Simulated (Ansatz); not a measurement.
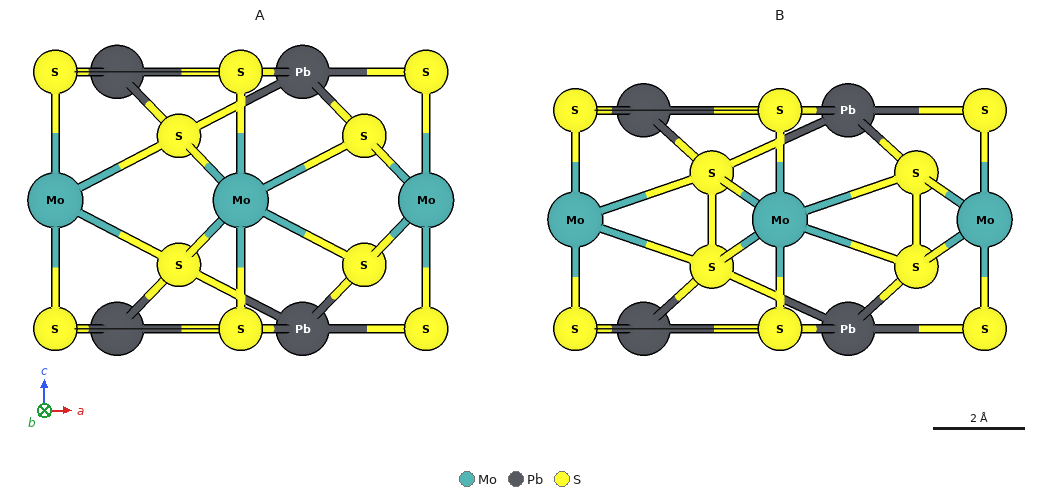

Two geometries of crystalline MoPbS3 (a generated structure, set up in P-6m2) (coarse preliminary run), drawn at one scale. One is the start of a relaxation, the other its converged end. A ball-and-stick model of the cell of the calculation, repeated 2 × 1 × 1 with one cell outlined, seen along the b axis.

Method: DFT PBE, scalar-relativistic, plane waves, PAW in Ansatz 0.2.0. Settings: plane-wave cutoff 420 eV; k-point mesh 6 × 6 × 4; occupations gaussian; smearing width 0.1 eV; collinear spin; cell and atoms relaxed; force threshold 0.04 eV/Å; at most 70 steps.

Which of the two is the end point?

Answer. Structure B is the relaxed one. The largest moves relative to the cell, 0.17 Å, are those of S atoms. Pb and Mo stay in place. Cell: a = b 4.712 → 5.201 Å (+10.4 %), c 5.655 → 4.809 Å (−15.0 %). Volume +3.6 %. Some distances before and after: S–S 2.840 → 2.068 Å, Mo–S 2.827 → 2.404 Å, Pb–S 2.720 → 3.003 Å, Pb–S 3.063 → 3.301 Å. New bonds form: S–S (2.84 → 2.07 Å). Bond angles that change, for instance: Mo–S–Mo 100.3° → 109.9°. The space group stays P-6m2 (No. 187). Over 8 accepted moves (10 points after the start) the energy falls by 1.395 eV per cell of the calculation. Largest force component: 2 eV/Å at the start, 0.0051 eV/Å at the end. Pressure: 0.91 GPa at the start and 0.07 GPa at the end. The line search rejected the trial step at point 7 of the run. The SCF was repeated once at an unchanged geometry on a basis and grid sized afresh for the cell, which shifted the energy by 3.2 meV per cell of the calculation at most. The run took 2.6 min on 1 thread of Arm Neoverse V2 (shared host), peak memory 0.42 GiB.
